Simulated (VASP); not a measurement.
Band structure of MgSe (space group P6_3mc). Method: modified Becke-Johnson potential (mBJ), VASP's PBE PAW potentials (set 64) (plane waves; VASP).

mBJ is a potential without an energy functional, so only the levels count.

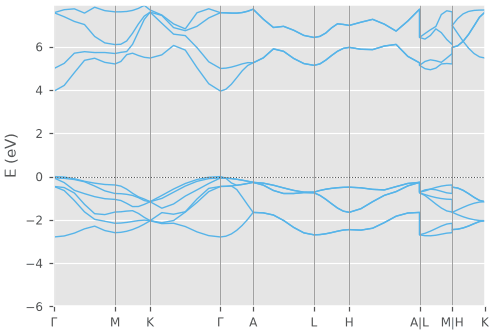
*Bands along high-symmetry lines, zero at the valence-band maximum or, without a gap, the Fermi level*

Q: Read the plot: is there a gap, and where are the band edges?

A: The gap is direct, 3.95 eV, from the valence maximum at Γ to the conduction minimum at Γ.

The structure comes from a computed database's MgSe entry (P6_3mc); how it stands against other phases isn't given here. It was relaxed first. The k-mesh is coarse (spacing up to 0.43 per Å, 2π included), so the numbers may not be converged in it. The cell's shape comes from a PBE relaxation.
